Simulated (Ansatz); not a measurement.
CsCl-type TlBr was calculated with PBEsol in Ansatz (plane waves, PAW).

Run with plane-wave cutoff 520 eV, 8×8×8 k mesh, Fermi–Dirac smearing 0.01 eV, scalar-relativistic PAW data made under PBE.

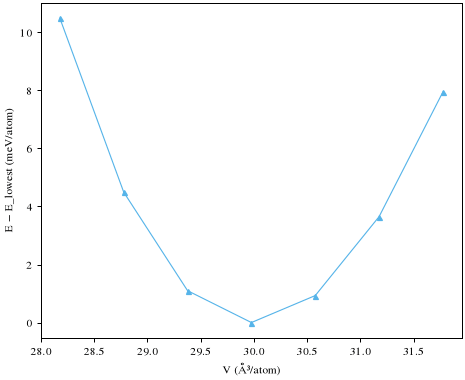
Figure: Total energy against volume

### Question
From the curve, estimate the equilibrium volume and the bulk modulus.

### Answer
V0 ≈ 30.0 Å³/atom and B0 ≈ 27 GPa; the fit gives V0 = 29.990 Å³/atom, B0 = 27.0 GPa, B′ = 5.2.

Measured, for comparison: equilibrium volume per atom 31.62 Å³/atom (temperature not stated, no zero-point or thermal correction; as tabulated in Du and Singh (2010), arXiv:1001.5458). Computed (rounded) less measured: equilibrium volume per atom -5.2 %.

Spin–orbit coupling is not included; it can shift volumes and moduli of such heavy elements.

The computed numbers hold no vibrational or temperature effects.

Ansatz is a first-principles code.
